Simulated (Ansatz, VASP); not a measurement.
# BAs: VASP beside Ansatz

Aim: how closely do two programs agree when they are given the same cell, functional and k mesh? The cell is taken from a series of VASP runs on this material, whose earlier steps may have relaxed, scaled or displaced it; both programs get it as it stands. Valence electrons are named where the data sets of a main pair hold unlike numbers.

Program: Ansatz 0.2.0. Level of theory: plane waves, with VASP 6.6.1 beside it; band structure at PBE, dielectric response at PBE and single point at PBE. Results are calculated unless marked as measured.

**1. The structure**

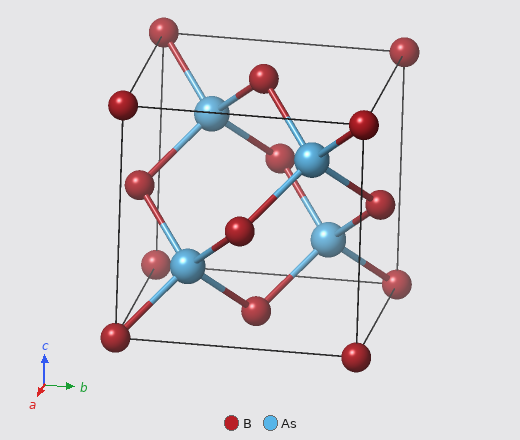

The starting structure, seen slightly off an axis (boron red, arsenic blue). This picture shows the conventional cell, with its axes. Bonds to atoms that aren't drawn are left out. Some periodic images of atoms are drawn too.

**2. VASP: band structure, PBE**

The same path points are solved in both programs, so levels can be compared one by one.

Lines of VASP's logs that name or quote its potential files are left out, and so is its time.

The input, INCAR:

```
SYSTEM = BAs
PREC = Accurate
ENCUT = 420
EDIFF = 1E-06
NELM = 100
ISMEAR = 0
SIGMA = 0.05
LREAL = .FALSE.
ALGO = Normal
GGA = PE
NBANDS = 16
LORBIT = 11
LWAVE = .FALSE.
LCHARG = .FALSE.
KPAR = 2
```

The input, POSCAR:

```
BAs
1.0
    0.0000000000      2.4084771865      2.4084771865
    2.4084771865      0.0000000000      2.4084771865
    2.4084771865      2.4084771865      0.0000000000
B As
1 1
Direct
    0.0000000000      0.0000000000      0.0000000000
    0.2500000000      0.2500000000      0.2500000000
```

The input, KPOINTS:

```
Automatic mesh
0
Gamma
8 8 8
0 0 0
```

The input, KPOINTS_OPT:

```
Line mode
16
Line-mode
Reciprocal
  0.00000000   0.00000000   0.00000000 GAMMA
  0.50000000   0.00000000   0.50000000 X

  0.50000000   0.00000000   0.50000000 X
  0.50000000   0.25000000   0.75000000 W

  0.50000000   0.25000000   0.75000000 W
  0.37500000   0.37500000   0.75000000 K

  0.37500000   0.37500000   0.75000000 K
  0.00000000   0.00000000   0.00000000 GAMMA

  0.00000000   0.00000000   0.00000000 GAMMA
  0.50000000   0.50000000   0.50000000 L

  0.50000000   0.50000000   0.50000000 L
  0.62500000   0.25000000   0.62500000 U

  0.62500000   0.25000000   0.62500000 U
  0.50000000   0.25000000   0.75000000 W

  0.50000000   0.25000000   0.75000000 W
  0.50000000   0.50000000   0.50000000 L

  0.50000000   0.50000000   0.50000000 L
  0.37500000   0.37500000   0.75000000 K

  0.62500000   0.25000000   0.62500000 U
  0.50000000   0.00000000   0.50000000 X
```

The projector-augmented-wave data sets are B and As (PBE family, release 64).

Command:

```
> mpirun -np 2 vasp_std
```

Numbers of over 12 decimals in the logs are rounded to 6 here.

The program printed:

```text
[banner, memory and clock lines left out]
running    2 mpi-ranks, on    1 nodes
 distrk:  each k-point on    1 cores,    2 groups
 distr:  one band on    1 cores,    1 groups

 POSCAR found type information on POSCAR B As
 POSCAR found :  2 types and       2 ions
 LDA part: xc-table for (Slater+PW92), standard interpolation
 POSCAR, INCAR and KPOINTS ok, starting setup
 FFT: planning ... GRIDC
 FFT: planning ... GRID_SOFT
 FFT: planning ... GRID
 WAVECAR not read
 entering main loop
       N       E                     dE             d eps       ncg     rms          rms(c)
DAV:   1     0.102692488404E+02    0.10269E+02   -0.31375E+03   928   0.373E+02
DAV:   2    -0.114774139066E+02   -0.21747E+02   -0.20952E+02  1288   0.827E+01
DAV:   3    -0.120025269827E+02   -0.52511E+00   -0.52452E+00  1096   0.108E+01
DAV:   4    -0.120033424272E+02   -0.81544E-03   -0.81543E-03  1216   0.515E-01
DAV:   5    -0.120033434651E+02   -0.10380E-05   -0.10380E-05  1104   0.180E-02    0.476E+00
DAV:   6    -0.114680182877E+02    0.53533E+00   -0.13589E+00  1136   0.336E+00    0.226E+00
DAV:   7    -0.114137128364E+02    0.54305E-01   -0.14920E-01  1216   0.141E+00    0.992E-01
DAV:   8    -0.114076343772E+02    0.60785E-02   -0.15263E-02  1104   0.545E-01    0.916E-02
DAV:   9    -0.114080114099E+02   -0.37703E-03   -0.80360E-04  1080   0.120E-01    0.482E-02
DAV:  10    -0.114080985453E+02   -0.87135E-04   -0.11724E-04  1096   0.483E-02    0.105E-02
DAV:  11    -0.114080995390E+02   -0.99372E-06   -0.33963E-06  1184   0.741E-03
   1 F= -.11408100E+02 E0= -.11408100E+02  d E =-.664757E-15
 Start KPOINTS_OPT (optional k-point list driver)
k-point batch [1-29\160]
       N       E                     dE             ncg
DAV:   1     0.533183801118E+03   -0.57805E+04      928
DAV:   2    -0.729139564266E+02   -0.60610E+03     1240
DAV:   3    -0.898826304472E+02   -0.16969E+02     1168
DAV:   4    -0.899077233353E+02   -0.25093E-01     1168
DAV:   5    -0.899077556124E+02   -0.32277E-04     1184
DAV:   6    -0.899077556791E+02   -0.66651E-07     1008
[...]
k-point batch [146-160\160]
       N       E                     dE             ncg
DAV:   1     0.447624212383E+04   -0.44349E+04      480
DAV:   2     0.414776841349E+04   -0.32847E+03      640
DAV:   3     0.414009312022E+04   -0.76753E+01      616
DAV:   4     0.414007940331E+04   -0.13717E-01      592
DAV:   5     0.414007937879E+04   -0.24526E-04      616
DAV:   6     0.414007937872E+04   -0.69028E-07      576
```

From OUTCAR (step 2):

```text
ion  position               nearest neighbor table
   1  0.000  0.000  0.000-   2 2.09   2 2.09   2 2.09   2 2.09
   2  0.250  0.250  0.250-   1 2.09   1 2.09   1 2.09   1 2.09

  LATTYP: Found a face centered cubic cell.
 ALAT       =     4.8169543730

 Subroutine GETGRP returns: Found 24 space group operations
 (whereof 24 operations were pure point group operations)

The static configuration has the point symmetry T_d .

 Found     29 irreducible k-points:

   k-points           NKPTS =     29   k-points in BZ     NKDIM =     29   number of bands    NBANDS=     16

   dimension x,y,z NGX =    24 NGY =   24 NGZ =   24
   dimension x,y,z NGXF=    48 NGYF=   48 NGZF=   48

   ENCUT  =  420.0 eV  30.87 Ry    5.56 a.u.   5.69  5.69  5.69*2*pi/ulx,y,z

   NELECT =       8.0000    total number of electrons

 k-points in reciprocal lattice and weights: Automatic mesh
   0.00000000  0.00000000  0.00000000       0.002
   0.12500000  0.00000000  0.00000000       0.016
   0.25000000  0.00000000  0.00000000       0.016
   0.37500000  0.00000000  0.00000000       0.016
   0.50000000  0.00000000  0.00000000       0.008
   0.12500000  0.12500000  0.00000000       0.012
   0.25000000  0.12500000  0.00000000       0.047
   0.37500000  0.12500000  0.00000000       0.047
   0.50000000  0.12500000  0.00000000       0.047
[...]
-0.37500000  0.50000000  0.12500000       0.023
  -0.25000000  0.50000000  0.25000000       0.012

 average (electrostatic) potential at core
       1 -27.0979       2 -49.0218

 E-fermi :   6.1121

 k-point     1 :       0.0000    0.0000    0.0000
  band No.  band energies     occupation
      1      -9.3226      2.00000
      2       5.8560      2.00000
      3       5.8560      2.00000
      4       5.8560      2.00000
      5       9.0958      0.00000
      6       9.0958      0.00000
      7       9.0958      0.00000
      8      10.2245      0.00000
      9      15.3154      0.00000
    ...

 k-point     2 :       0.1250    0.0000    0.0000
  band No.  band energies     occupation
      1      -9.0725      2.00000
      2       3.9125      2.00000
      3       5.4294      2.00000
      4       5.4294      2.00000
      5       9.1453      0.00000
      6       9.6582      0.00000
      7       9.6582      0.00000
      8      11.5729      0.00000
      9      16.2389      0.00000
    ...

 k-point     3 :       0.2500    0.0000    0.0000
  band No.  band energies     occupation
      1      -8.3454      2.00000
      2       0.9931      2.00000
      3       4.7348      2.00000
      4       4.7348      2.00000
      5       8.7868      0.00000
      6      10.4476      0.00000
      7      10.4476      0.00000
      8      13.5735      0.00000
      9      17.0168      0.00000
    ...

  Total        0.0043913      0.0043913      0.0043913      0.0000000     -0.0000000     -0.0000000
  in kB        0.2517919      0.2517919      0.2517919      0.0000000     -0.0000000     -0.0000000
  external PRESSURE =       0.2517919 kB  Pullay stress =       0.0000000 kB

  energy-cutoff  :      420.00
  volume of cell :       27.94
      direct lattice vectors                 reciprocal lattice vectors
     0.000000000  2.408477186  2.408477186    -0.207600057  0.207600057  0.207600057
     2.408477186  0.000000000  2.408477186     0.207600057 -0.207600057  0.207600057
     2.408477186  2.408477186  0.000000000     0.207600057  0.207600057 -0.207600057

 POSITION                                       TOTAL-FORCE (eV/Angst)
 -----------------------------------------------------------------------------------
      0.00000      0.00000      0.00000        -0.000000      0.000000     -0.000000
      1.20424      1.20424      1.20424         0.000000     -0.000000      0.000000
 -----------------------------------------------------------------------------------
    total drift:                                0.000000      0.000000      0.000000

  FREE ENERGIE OF THE ION-ELECTRON SYSTEM (eV)
  ---------------------------------------------------
  free  energy   TOTEN  =       -11.4080995390 eV

  energy  without entropy=      -11.4080995390  energy(sigma->0) =      -11.40809954

 total charge
# of ion       s       p       d       tot
------------------------------------------
    1        0.656   1.153   0.000   1.809
    2        1.173   1.643   0.084   2.900
--------------------------------------------------
tot          1.830   2.796   0.084   4.709

[... 3 further parts left out ...]
```

Spin-orbit coupling is off here; it would split degenerate levels, and it lifts a valence top of As p states by about 0.1 eV.

**3. Ansatz: band structure, PBE**

Ansatz runs on its default PAW (the set named soft_2) files.

The same cell, functional, mesh and smearing now go to Ansatz, which takes its cutoff from its data sets.

The input, input.yaml:

```yaml
crystal:
  lattice:
    - [0.0, 2.4084771865, 2.4084771865]
    - [2.4084771865, 0.0, 2.4084771865]
    - [2.4084771865, 2.4084771865, 0.0]
  atoms:
    - { symbol: B, position: [0.0, 0.0, 0.0] }
    - { symbol: As, position: [0.25, 0.25, 0.25] }
hamiltonian:
  xc: pbe
  pseudopotentials: { kind: paw }
kpoints:
  mp_grid: { grid: [8, 8, 8] }
  band_path:
    path:
      - [0.0, 0.0, 0.0]
      - [0.16667, 0.0, 0.16667]
      - [0.33333, 0.0, 0.33333]
      - [0.4, 0.0, 0.4]
      - [0.5, 0.0, 0.5]
      - [0.5, 0.08333, 0.58333]
      - [0.5, 0.18333, 0.68333]
      - [0.5, 0.25, 0.75]
      - [0.45, 0.3, 0.75]
      - [0.40833, 0.34167, 0.75]
      - [0.35, 0.35, 0.7]
      - [0.225, 0.225, 0.45]
      - [0.075, 0.075, 0.15]
      - [0.03333, 0.03333, 0.03333]
      - [0.23333, 0.23333, 0.23333]
      - [0.4, 0.4, 0.4]
      - [0.51667, 0.46667, 0.51667]
      - [0.55833, 0.38333, 0.55833]
      - [0.60833, 0.28333, 0.60833]
      - [0.60833, 0.25, 0.64167]
      - [0.55833, 0.25, 0.69167]
      - [0.51667, 0.25, 0.73333]
      - [0.5, 0.3, 0.7]
      - [0.5, 0.38333, 0.61667]
      - [0.5, 0.48333, 0.51667]
      - [0.475, 0.475, 0.55]
      - [0.425, 0.425, 0.65]
      - [0.38333, 0.38333, 0.73333]
      - [0.59167, 0.18333, 0.59167]
      - [0.55, 0.1, 0.55]
      - [0.5, 0.0, 0.5]
    npoints: 1
scf:
  occupations: { method: gaussian, width: 0.05 }
  n_extra_bands: 7
output:
  forces: true
  stress: true
  eigenvalues: true
```

Command:

```
> ansatz run input.yaml --threads 2 --pin off --max-ram 4608MiB --backend cpu --events-out ev --progress --plain --runs-dir out
```

The program printed:

```text
scf.n_extra_bands = 7 over 9 filled bands (N_el = 18.0): the run solves 16 bands
Engine: ansatz 0.2.0, aarch64-unknown-linux-gnu
Pseudopotentials: kind: paw
Pseudopotential: B, paw, valence charge 3, recommended cutoff 420 eV (normal), B.paw.azcp
Pseudopotential: As, paw, valence charge 15, recommended cutoff 420 eV (normal), As.paw.azcp
Functional definition: PBE
  parameter kappa = 0.804
  parameter beta = 0.066725
  exchange = pbe_x(kappa = kappa, mu = beta*pi^2/3)
  correlation = pbe_c(beta = beta)
Crystal: 2 atoms, lattice volume = 27.942 Å³
Basis set: ecut = 420 eV, 537 PW (Γ), exchange–correlation on 48×48×48 points (8 copies of the dense FFT grid, shifted against one another)
Bands: 16, of which v1, the nominal top of the filled ones, is band 9 counted from 1 (8 counted from 0)
Symmetry: 24 space group operations
Space group: F-43m (ITA 216), of the structure as read, at distance tolerance 3.0e-5 Å
k-points: 29 of 512 (time reversal used)
Non-local potential: B, projectors of the file, l = 0: 2, l = 1: 2, l = 2: 1
Non-local potential: As, projectors of the file, l = 0: 2, l = 1: 2, l = 2: 3, l = 3: 1
PAW form: soft (Blöchl's): semilocal exchange-correlation on the pseudo side does not see the compensation charge
PAW one-centre angular grid: B, 110 points (default); XC on 64 Gauss nodes
PAW one-centre angular grid: As, 590 points (default); XC on 64 Gauss nodes
Initial density: superposition of atomic densities (neutral atoms: chi_scale 0, normalization atom), corrected by the library's trained network
Initial wavefunctions: pseudopotential atomic-orbital guess
Functional: x = pbe(κ = 0.804, μ = 0.219515), c = pbe(β = 0.066725)
SCF iter   1: F=—  HF=-5012.102514 eV  |F-HF|=—  |Δ(HF+E_count)|=         —  Δρ=7.44e-4  dr2=8.48e-5  ethr=1.77e-3  ⟨swp⟩=5.4  Hψ=2556  notcnv=0  defer=6
preconditioner: auto → none  [insulator: Δε(μ)=1.222 eV  Ē_g=15.409 eV  σ=0.050 eV  W_gap=1.00  n_scr=8 (ndim 8)  ℏωp=19.9 eV  f_vac=0.001  D(μ)=0.00/eV (n_scr^D=0)  ε∞_Penn≈2.7]
SCF iter   2: F=—  HF=-5012.102527 eV  |F-HF|=—  |Δ(HF+E_count)|=   1.26e-5  Δρ=4.80e-4  dr2=5.26e-5  ethr=4.71e-7  ⟨swp⟩=2.8  Hψ=977  notcnv=0  defer=17
SCF iter   3: F=—  HF=-5012.102528 eV  |F-HF|=—  |Δ(HF+E_count)|=   1.38e-6  Δρ=2.86e-4  dr2=7.72e-6  ethr=2.92e-7  ⟨swp⟩=2.7  Hψ=659  notcnv=0  defer=17
SCF iter   4: F=—  HF=-5012.102563 eV  |F-HF|=—  |Δ(HF+E_count)|=   3.48e-5  Δρ=1.13e-4  dr2=5.36e-6  ethr=4.29e-8  ⟨swp⟩=2.0  Hψ=654  notcnv=0  defer=17
SCF iter   5: F=—  HF=-5012.102561 eV  |F-HF|=—  |Δ(HF+E_count)|=   2.37e-6  Δρ=5.23e-5  dr2=1.14e-6  ethr=2.98e-8  ⟨swp⟩=2.0  Hψ=651  notcnv=0  defer=17
SCF iter   6: F=—  HF=-5012.102560 eV  |F-HF|=—  |Δ(HF+E_count)|=   4.07e-7  Δρ=2.22e-5  dr2=1.98e-7  ethr=6.36e-9  ⟨swp⟩=1.9  Hψ=478  notcnv=0  defer=17
SCF iter   7: F=-5012.102560 eV  HF=-5012.102560 eV  |F-HF|=2.92e-9  |Δ(HF+E_count)|=   9.83e-8  Δρ=2.47e-6  dr2=2.48e-9  ethr=5.56e-10  ⟨swp⟩=7.2  Hψ=2056  notcnv=0
SCF 1 converged in 7 iterations: F = -5012.102560 eV  dr2 = 2.48e-9
  greatest PAW one-centre occupation: 0.999 electrons in one spin orbital (limit 2), on the As atom at site 1 (counted from 0), in its partial waves of l = 2
NSCF: frozen V_eff on 31 k-points
SCF converged after 7 iterations
Free energy (F): -5012.102560 eV
Harris-Foulkes:  -5012.102560 eV  (|F-HF|=2.92e-9)
Internal energy: -5012.102560 eV  (E = F + TS)
E sigma→0 (E₀):  -5012.102560 eV
Fermi energy:    11.341593 eV
--- Per-component energies (eV) ---
  E_band       = -216.229535
  E_kinetic    = 151.008267
  E_local      = -1715.810218  (includes V_loc(G=0)·N_el)
  E_nonlocal   = -657.841580
  E_hartree    = 948.311833
  E_xc         = -111.032759
  E_vxc        = -117.136817  (∫ρ·V_xc dr)
  E_paw        = -1915.277606  (= ΣΔE_a)
  E_vpaw       = 226.928933  (= ΣTr[D̂ρ^β])
  E_aug_tail   = 0.000007  (compensation charges beyond the density's cutoff)
  E_ewald      = -1711.460505
  E_smearing   = -0.000000  (= −TS)
  E_closure    = 0.000000  (closes the sum)
  Σ components = -5012.102560   (vs F -5012.102560, Δ=0.00e0)
--- Forces (eV/Å), atoms counted from 1 ---
  atom   1  B      0.00000000    -0.00000000     0.00000000
  atom   2  As    -0.00000000    -0.00000000     0.00000000
  max |Σ_I F_I| component: 5.55e-16 eV/Å
--- Stress (GPa, compression-positive) ---
       -0.623156       0.000000       0.000000
        0.000000      -0.623156       0.000000
       -0.000000       0.000000      -0.623156
  P = ⅓ Tr σ = -0.6232 GPa (-6.232 kbar)
--- Band table (eV; the first three rows and the last of 29) ---
  k-point 0: bands = [... 5 lower, -4.4462, 10.7320, 10.7320, 10.7320, 13.9817, 13.9817, 13.9817, 15.0906, ... 3 higher]
  k-point 1: bands = [... 5 lower, -4.1961, 8.7906, 10.3066, 10.3066, 14.0258, 14.5441, 14.5441, 16.4470, ... 3 higher]
  k-point 2: bands = [... 5 lower, -3.4689, 5.8750, 9.6132, 9.6132, 13.6653, 15.3361, 15.3361, 18.4575, ... 3 higher]
  k-point 28: bands = [... 5 lower, -0.2464, 2.7929, 5.4018, 5.6906, 15.9914, 16.5371, 17.4931, 17.6233, ... 3 higher]
```

Elapsed: 2.2 s, on 2 threads of Arm Neoverse N1, shared host; peak memory 0.28 GiB.

In the SCF lines HF is the Harris–Foulkes energy and dr2 the Hartree energy of the density residual, in eV; the loop may stop once dr2 is under the threshold and the program's other checks hold. Hψ counts applications of the Hamiltonian.

**4. Differences**

Known differences besides the potentials themselves: the data sets hold 18 valence electrons in Ansatz (on its default PAW (the set named soft_2) files) and 8 in VASP; VASP leaves aspherical gradient terms in its spheres out (LASPH is not set), Ansatz keeps them. Total energies have different zeros and are not compared.

The two programs side by side:

```
                                        quantity  Ansatz   VASP  difference
                                  pressure (GPa)   -0.62   0.03       -0.65
pressure without Ansatz's Pulay correction (GPa)   -0.72   0.03       -0.74
                   gap over the path points (eV)   1.209  1.197      +0.012
```

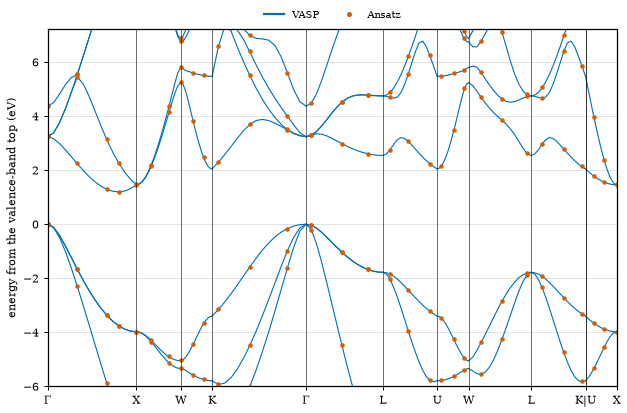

Bands from VASP (lines) and levels from Ansatz (dots). Dots without a line are higher empty bands that the VASP plot leaves out.

Levels at points of the path, from each program's valence-band top (eV; 3 filled, then empty):

```
k (reciprocal lattice)                             Ansatz                               VASP
     0.000 0.000 0.000      0.00 0.00 0.00 3.25 3.25 3.25      0.00 0.00 0.00 3.24 3.24 3.24
     0.167 0.000 0.167   -2.30 -1.66 -1.66 2.25 5.45 5.55   -2.30 -1.67 -1.67 2.24 5.45 5.54
     0.333 0.000 0.333   -5.89 -3.36 -3.36 1.30 3.14 8.98   -5.90 -3.37 -3.37 1.29 3.12 8.96
     0.400 0.000 0.400  -7.23 -3.75 -3.75 1.21 2.28 10.21  -7.23 -3.76 -3.76 1.20 2.27 10.18
     0.500 0.000 0.500  -8.38 -3.97 -3.97 1.47 1.47 11.15  -8.39 -3.98 -3.98 1.45 1.46 11.12
     0.500 0.083 0.583  -8.29 -4.34 -4.29 2.16 2.20 10.38  -8.30 -4.35 -4.30 2.14 2.19 10.35
     0.500 0.183 0.683   -8.03 -5.12 -4.89 4.15 4.37 8.09   -8.04 -5.13 -4.90 4.13 4.36 8.06
     0.500 0.250 0.750   -7.94 -5.33 -5.04 5.26 5.80 6.76   -7.95 -5.34 -5.05 5.24 5.80 6.74
     0.450 0.300 0.750   -7.96 -5.57 -4.42 3.81 5.61 7.58   -7.97 -5.58 -4.43 3.79 5.59 7.56
     0.408 0.342 0.750   -8.00 -5.74 -3.66 2.47 5.51 8.59   -8.01 -5.75 -3.67 2.46 5.50 8.57
```

Among the levels compared at these points, filled levels agree within 14 meV and empty ones within 32 meV. Ansatz's pressure holds a Pulay correction of 0.10 GPa; VASP's holds none.

**5. Ansatz: dielectric response, PBE**

The response to a field tests empty states and converges slowly with the mesh.

The cell is taken from a series of VASP runs on this material, whose earlier steps may have relaxed, scaled or displaced it; both programs get it as it stands.

input.yaml, the sections that differ from step 3:

```yaml
kpoints:
  mp_grid: { grid: [9, 9, 9] }
scf:
  occupations: { method: fixed }
dielectric:
  method: response
# crystal, hamiltonian: as in step 3
# output: removed
```

The program printed:

```text
[...]
Crystal: 2 atoms, lattice volume = 27.942 Å³
Basis set: ecut = 420 eV, 537 PW (Γ), exchange–correlation on 48×48×48 points (8 copies of the dense FFT grid, shifted against one another)
Bands: 13, of which v1, the nominal top of the filled ones, is band 9 counted from 1 (8 counted from 0)
Symmetry: 24 space group operations
k-points: 125 of 729 (irreducible under 4 space group operations, time reversal used)
[...]
site 0:
        -0.42844   -0.00000    0.00000
        -0.00000   -0.42844   -0.00000
         0.00000   -0.00000   -0.42844
    site 1:
         0.42844    0.00000   -0.00000
         0.00000    0.42844    0.00000
        -0.00000    0.00000    0.42844
  Z* charge neutrality: 1.363e-6 e pre-enforcement
  solved inside a basis spanned on kpoints, on 10×10×10 k-points, its susceptibility summed on 14×14×14: ε∞ is read to err by 2.9e-2, Z* by 1.5e-2 e (field_mesh: kpoints solves on kpoints); Z* is corrected for what the basis lacks
[key lines of the parts left out:]
SCF converged after 7 iterations
Free energy (F): -5012.104134 eV
Fermi energy:    10.731354 eV
```

Wall time 39 s (2 threads); peak memory 0.47 GiB; 75 s of CPU time.

(Part 1 of 2 ends here.)

[Lines on the potential files, build, host, timing and source positions are cut from VASP's logs without a mark.]

[Logs are printed without paths, hosts, clocks, repeated set-up lines and the standing remarks that a program may print on its own settings, such as how far it seeks lower states.]

[Hosts, paths, dates, database ids (printed as entryN), source tags and the programs' standing remarks are cut or masked in the printed files.]
